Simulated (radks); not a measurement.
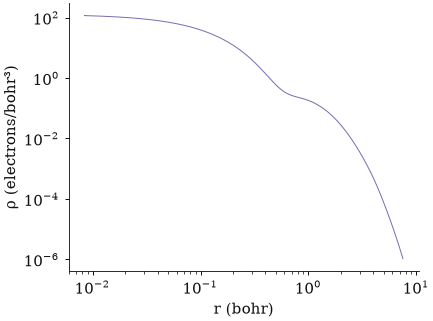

System: the neutral carbon atom, configuration [He] 2s2 2p2 (high spin). The calculation used the in-house radial solver radks at this level: scalar-relativistic Kohn-Sham, HCTH/407, spin-polarised, spherical densities, point nucleus.

The plot shows the electron density ρ(r) on a logarithmic scale.

### What does the plot show?

The density falls from 120 electrons/bohr³ at the inner end (r = 0.0084 bohr) to 0.001 at r = 3.63 bohr, a common measure of the size of an atom or ion. The steps in the slope mark the shells; the radial density has its minima at 0.62 bohr.
